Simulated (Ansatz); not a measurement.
CB2O (SMILES [B+]=[B-]=C=O) (triplet)

```xyz
4

C     0.0000    0.0000   -0.8044
B     0.0000    0.0000    2.1412
B     0.0000    0.0000    0.6266
O     0.0000    0.0000   -1.9634
```

Geometry: B3LYP-D3(BJ)/def2-SVP; ⟨S²⟩ = 2.09, above the pure value of 2.00.

All numbers below come from Ansatz, isolated molecule in a Gaussian basis; Kohn-Sham density functional theory, functional PBE0.

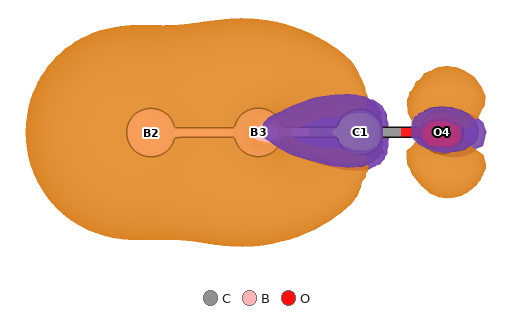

Figure 1. Isosurfaces of the spin density (α minus β) at +0.02 (orange) and −0.02 e/Å³ (purple), seen from one side.

Q: Where is the unpaired spin?

A: The unpaired spin (2 electrons) lies mostly on B2 (about 1.4) and B3 (about 0.5), in electrons by Hirshfeld's partition.

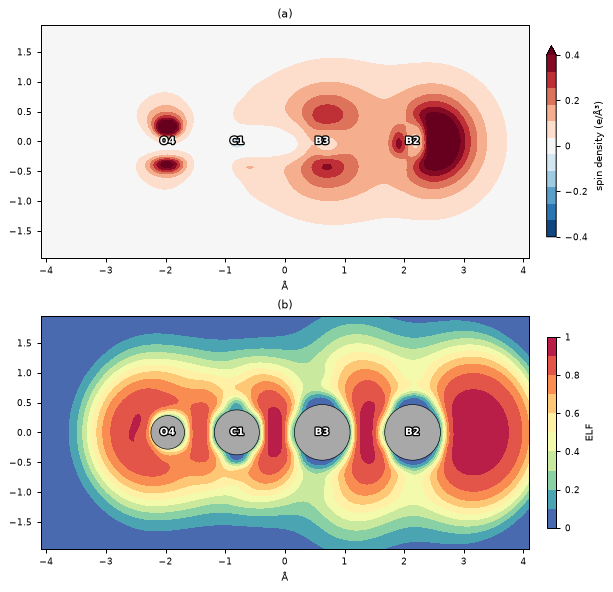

Figure 2. (a) spin density; (b) electron localisation function on a plane that holds the molecular axis. Grey discs cover the atomic cores in the ELF map.

Q: Describe what can be read from this map.

A:
- The section cuts through C, B and O sites.
- C–O (1.16 Å): the ELF peaks at about 0.85 between the atoms: a multiple bond.
- C–B (1.43 Å): the ELF peaks at about 0.95 between the atoms; a covalent bond.
- B–B (1.51 Å): the ELF peaks at about 0.95 between the atoms (localised, covalent bonding).
- The ELF also peaks beside B2 and O4, away from the bonds: non-bonding electrons, paired or unpaired.

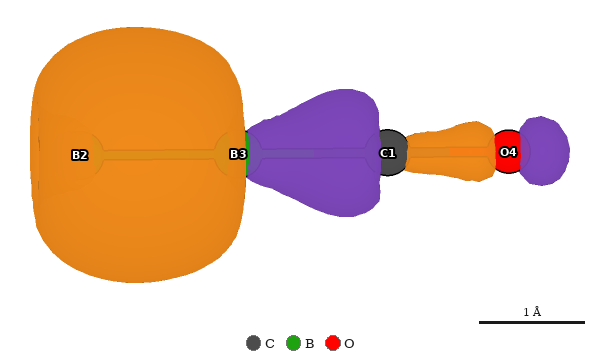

Figure 3. The HOMO−1 (β) at ±0.15 Å⁻³ᐟ² (orange and purple are the two phases), seen from one side.

Q: Where does this orbital lie, and at what energy?

A: It lies mainly on B2 (about 50 %), B3 (about 40 %) and C1 (about 5 %); it is of σ type. Its energy is −12.79 eV.
